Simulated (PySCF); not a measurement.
**Run report: C3H11PSi2, NMR shielding calculation**

- system: C3H11PSi2, SMILES C=C(C)[SiH2]P[SiH3]
- method: GIAO PBE0/pcSseg-1 NMR shielding, non-relativistic, gas phase (PySCF 2.14.0)

The geometry comes from this level: GFN2-xTB. It belongs to a series of runs on one base structure; here: PBE0/pcSseg-1; grid level 3. Figures and captions count atoms from 1; the log counts them from 0 in places.

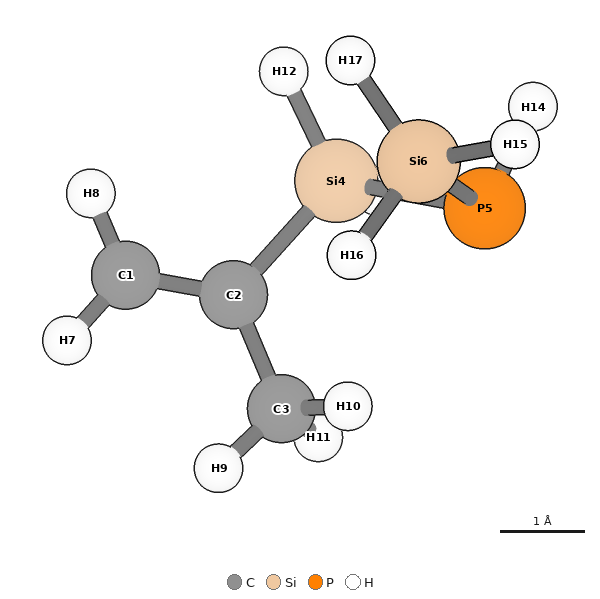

Figure 1. The input geometry (ball-and-stick view, seen at a tilt; atoms are numbered from 1 in the order of the input). Bond lengths as drawn: C–C 1.33 to 1.50 Å, C–H 1.08 to 1.09 Å, C–Si 1.89 Å, H–P 1.38 Å, H–Si 1.46 to 1.47 Å and P–Si 2.23 to 2.24 Å.

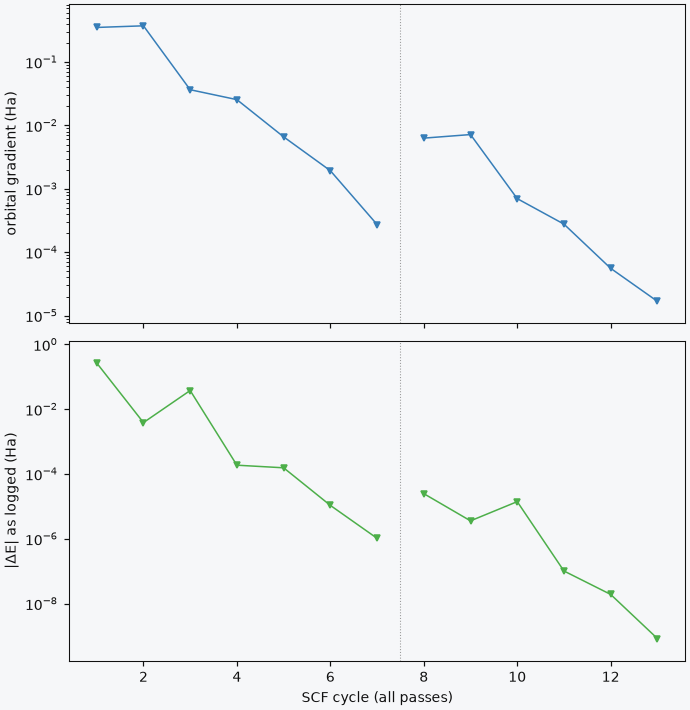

Figure 2. Convergence of the self-consistent field: orbital gradient and size of the energy change against the SCF cycle. The dotted line marks the change from a coarse to the final integration grid. The first 7 cycles use a coarse grid, the final grid takes over at cycle 8, and the field converges after 13 cycles in all.

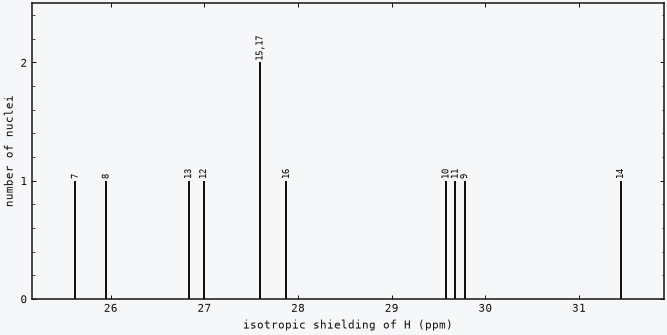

Figure 3. Isotropic shieldings of the hydrogen nuclei in this fixed geometry, labelled by atom number; shielding grows to the right, so chemical shift grows to the left. The least shielded is H7 (25.6 ppm), the most shielded H14 (31.4 ppm).

The input and output of the run follow.

**Input file**
```
{"job": {"kind": "nmr", "xc": "PBE0", "basis": "pcSseg-1", "pop": false, "grid": 3}, "charge": 0, "multiplicity": 1}
C     -1.931050     0.095020     1.387459
C     -1.304626    -0.307243     0.290762
C     -1.091221    -1.758710    -0.006699
Si    -0.610899     0.907354    -0.979833
P      1.412186     0.141612    -1.562179
Si     2.606938     0.534938     0.277672
H     -2.320461    -0.601534     2.115562
H     -2.088005     1.138391     1.602099
H     -1.440206    -2.391910     0.807160
H     -0.030176    -1.950329    -0.176972
H     -1.619984    -2.034747    -0.918735
H     -0.596827     2.265953    -0.420014
H     -1.412689     0.903184    -2.210839
H      1.794010     1.288636    -2.224778
H      4.015579     0.447362    -0.105198
H      2.262589    -0.513071     1.237611
H      2.347846     1.847123     0.877013
```

The first line tells a small driver script what to run in PySCF; the rest is the geometry in Å.

Command:
```bash
OMP_NUM_THREADS=1 python <driver script> task.json out
```

**What the program printed**
```
coarse grid: 14952 points
cycle   1  E = -1040.6136697305  dE =  2.661e-01  |g| = 3.512e-01  |ddm| = 3.639e+00
cycle   2  E = -1040.6098092636  dE =  3.860e-03  |g| = 3.726e-01  |ddm| = 7.176e-01
cycle   3  E = -1040.6475185939  dE = -3.771e-02  |g| = 3.658e-02  |ddm| = 4.025e-01
cycle   4  E = -1040.6477054480  dE = -1.869e-04  |g| = 2.552e-02  |ddm| = 5.584e-02
cycle   5  E = -1040.6478607689  dE = -1.553e-04  |g| = 6.606e-03  |ddm| = 2.526e-02
cycle   6  E = -1040.6478715166  dE = -1.075e-05  |g| = 1.934e-03  |ddm| = 8.304e-03
cycle   7  E = -1040.6478725531  dE = -1.036e-06  |g| = 2.737e-04  |ddm| = 2.864e-03
final grid: 207784 points
cycle   8  E = -1040.6829095898  dE = -2.475e-05  |g| = 6.304e-03  |ddm| = 2.391e-02
cycle   9  E = -1040.6829060102  dE =  3.580e-06  |g| = 7.178e-03  |ddm| = 1.289e-02
cycle  10  E = -1040.6829200382  dE = -1.403e-05  |g| = 7.006e-04  |ddm| = 7.462e-03
cycle  11  E = -1040.6829201396  dE = -1.015e-07  |g| = 2.775e-04  |ddm| = 7.681e-04
cycle  12  E = -1040.6829201588  dE = -1.918e-08  |g| = 5.571e-05  |ddm| = 2.825e-04
cycle  13  E = -1040.6829201596  dE = -8.363e-10  |g| = 1.681e-05  |ddm| = 8.887e-05
converged SCF energy = -1040.6829201596

GIAO shielding tensors (ppm)
atom      isotropic    diamagn.    paramagn.     s11        s22        s33       span
  0 C       50.793     252.602    -201.809    -63.850     71.383    144.847    208.697
  1 C       38.989     264.187    -225.198    -74.596     16.449    175.114    249.710
  2 C      159.268     247.964     -88.696    147.685    148.055    182.065     34.381
  3 Si     389.522     882.327    -492.804    338.698    400.884    428.985     90.287
  4 P      651.575     970.063    -318.488    583.080    619.180    752.464    169.384
  5 Si     431.461     880.572    -449.111    392.939    437.023    464.419     71.480
  6 H       25.622      30.865      -5.243     22.014     25.118     29.734      7.721
  7 H       25.951      31.847      -5.896     22.440     24.613     30.799      8.360
  8 H       29.778      30.497      -0.719     26.312     27.767     35.256      8.944
  9 H       29.580      31.655      -2.076     24.044     31.189     33.506      9.461
 10 H       29.680      29.130       0.549     25.869     27.884     35.286      9.417
 11 H       26.991      31.227      -4.236     23.405     25.538     32.029      8.624
 12 H       26.831      29.895      -3.064     23.563     24.595     32.335      8.772
 13 H       31.444      31.073       0.371     25.406     27.418     41.507     16.101
 14 H       27.580      28.990      -1.410     23.667     25.068     34.003     10.336
 15 H       27.876      30.309      -2.434     23.986     26.825     32.816      8.830
 16 H       27.607      29.826      -2.219     23.770     25.738     33.313      9.543
```

**Summary**

- outcome: converged
- total energy: −1040.682920 hartree
- HOMO: −7.17 eV
- LUMO: −0.33 eV
- dipole moment: 0.91 D
- isotropic shielding, C: 39.0 to 159.3 ppm
- isotropic shielding, Si: 389.5 to 431.5 ppm
- isotropic shielding, P: 651.6 ppm
- isotropic shielding, H: 25.6 to 31.4 ppm
- hardware: 1 CPU thread, shared host
- wall time: 43 s
- peak memory: 0.85 GiB

**Remarks**

Settings chosen away from the usual ones: PBE0/pcSseg-1; grid level 3.
